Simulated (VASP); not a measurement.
```yaml
crystal:
  lattice:
    - [4.02128, -2.19293, -0.00189]
    - [4.02128, 2.19293, -0.00189]
    - [2.82710, 0.00000, 3.60376]
  atoms:
    - { symbol: Sb, position: [0.23296, 0.23296, 0.23296] }
    - { symbol: Sb, position: [0.76704, 0.76704, 0.76704] }
```

These are PBE GGA, VASP's PBE PAW potentials (set 64) (plane waves; VASP) values and carry that method's errors. Run with 400 eV cut-off, 8×8×8 Γ-centred mesh, tetrahedra with Blöchl corrections, potentials Sb.

Unless said otherwise, spin-orbit coupling is left out, though it shifts the bands of the heavy elements here.

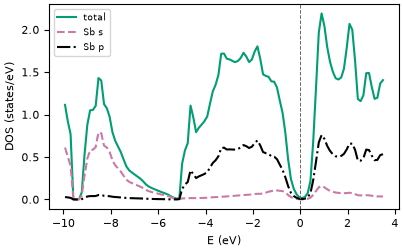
Figure: Total and projected density of states, zero at the Fermi level

Within 2 eV below the Fermi level the largest weight inside VASP's projection spheres is Sb p.

It has no gap at this level: it comes out as a metal or semimetal.

The compound is Sb in the a7 structure. It was relaxed first, which changed the volume by +5 %.
